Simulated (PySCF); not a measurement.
# SiH4 (SMILES [H][Si]([H])([H])[H]): SVWN5/STO-3G

Aim: the energy change on altering one bond length of SiH4 at SVWN5/STO-3G, from 2 runs. The job is set up through a Python script.

The calculation is run with PySCF 2.14.0.

13 further runs of the same task are left out: 1 that didn't finish, 12 set aside as unsound or not needed.

### Step 1. Starting point

The species is SiH4 (5 atoms), meant as a singlet with charge 0. SMILES: `[H][Si]([H])([H])[H]`. Geometry: relaxed at GFN2-xTB.

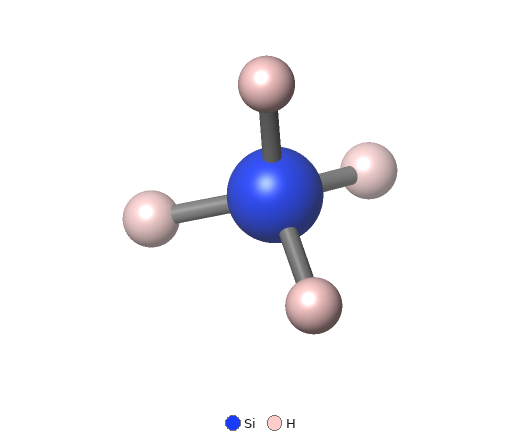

The structure, seen from a chosen angle (silicon blue, hydrogen pink).

### Step 2. A single-point energy at SVWN5/STO-3G

Input file input.xyz:

```xyz
5

Si     0.000060    -0.000040     0.000090
H      0.011300    -0.019430     1.460880
H      1.373450     0.011260    -0.497760
H     -0.696580     1.196700    -0.465720
H     -0.688230    -1.188490    -0.497490
```

Input file calc.py:

```python
# SiH4
from pyscf import gto, dft

system = gto.M(
    atom='input.xyz',
    verbose=3,
    max_memory=1860,
    charge=0,
    basis='sto-3g',
)

calc0 = dft.RKS(system, xc='svwn')
calc0.conv_tol = 1e-10
calc0.grids.level = 5
calc0.kernel()
if not calc0.converged:
    calc0 = calc0.newton().run(calc0.mo_coeff, calc0.mo_occ)

etot = calc0.e_tot
print('E(%s) = %.9f' % ('SVWN5', etot))
```

On the command line:

```sh
$ OMP_NUM_THREADS=1 python calc.py
```

Standard output:

```text
converged SCF energy = -287.271633736421
E(SVWN5) = -287.271633736
```

It took 1.2 s on 1 thread of Arm Neoverse V1, shared host; peak memory 0.13 GiB.

### Step 3. The distorted shape

Input file input.py:

```python
from pyscf import gto, dft

molecule = gto.Mole()
molecule.atom = '''
Si    -1.098660    -0.009080     0.398373
H     -1.087420    -0.028470     1.859163
H      1.373450     0.011260    -0.497760
H     -1.795300     1.187660    -0.067437
H     -1.786950    -1.197530    -0.099207
'''
molecule.spin = 0
molecule.charge = 0
molecule.verbose = 3
molecule.max_memory = 1860
molecule.basis = 'sto-3g'
molecule.build()

calc0 = dft.RKS(molecule)
calc0.xc = 'svwn'
calc0.grids.level = 5
calc0.conv_tol = 1e-10
calc0.kernel()
if not calc0.converged:
    calc0 = calc0.newton().run(calc0.mo_coeff, calc0.mo_occ)

e_tot = calc0.e_tot
print('E = %.10f Eh' % e_tot)
```

On the command line:

```sh
$ OMP_NUM_THREADS=1 python input.py
```

Standard output:

```text
converged SCF energy = -287.089723720579
E = -287.0897237206 Eh
```

Run time: 1.6 s. Hardware: 1 thread of Arm Neoverse V1, shared host; peak memory 0.13 GiB.

### Step 4. Summary of results

At SVWN5/STO-3G:

| quantity | value |
| --- | --- |
| first shape: total energy | -287.27163 Eh |
| first shape: dipole moment | 0.00 D |
| first shape: HOMO energy | -6.57 eV |
| first shape: LUMO energy | 8.12 eV |
| first shape: HOMO–LUMO gap | 14.69 eV |
| distorted shape: total energy | -287.08972 Eh |
| distorted shape: dipole moment | 0.78 D |
| distorted shape: HOMO energy | -3.16 eV |
| distorted shape: LUMO energy | -0.05 eV |
| distorted shape: HOMO–LUMO gap | 3.11 eV |
| energy change with the Si1–H3 bond stretched from 1.461 to 2.630 Å | 4.950 eV |

**Reading.** One bond (distorted shape) is far stretched, which a spin-restricted single reference describes badly; a broken-symmetry solution may lie lower. With the Si1–H3 bond stretched from 1.461 to 2.630 Å the energy rises by 4.95 eV (114 kcal/mol). The first shape isn't relaxed at this level, so the change isn't measured from a minimum. A restricted reference can't describe the breaking bond well at this length. The minimal basis adds a large error of its own.
